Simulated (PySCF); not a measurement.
Fluoromethane, SMILES CF (CH₃F) at its PBE0/def2-SVP optimised geometry (Å):

```
5

C     -0.3179    -0.3742     0.0000
F     -0.7849     0.9067     0.0000
H     -0.6751    -0.9066    -0.8972
H      0.7849    -0.3742     0.0000
H     -0.6751    -0.9067     0.8972
```

Level of theory: PBE0/def2-TZVP in PySCF 2.14.0. Cells within 0.4 Å of a nucleus heavier than hydrogen are left out (blank, or x).

Map of the electrostatic potential (hartree/e), clipped to [-0.08, 0.12] on the plane z = 0.0 Å:

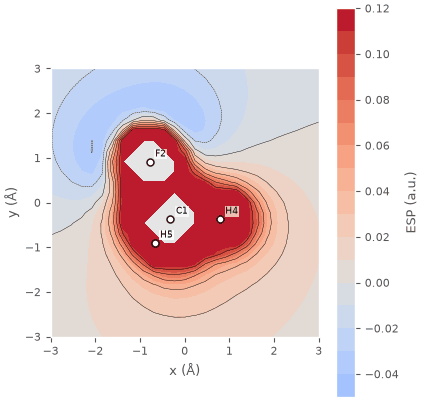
Figure: Electrostatic potential (hartree/e), clipped to [-0.08, 0.12] on the plane z = 0.0 Å.
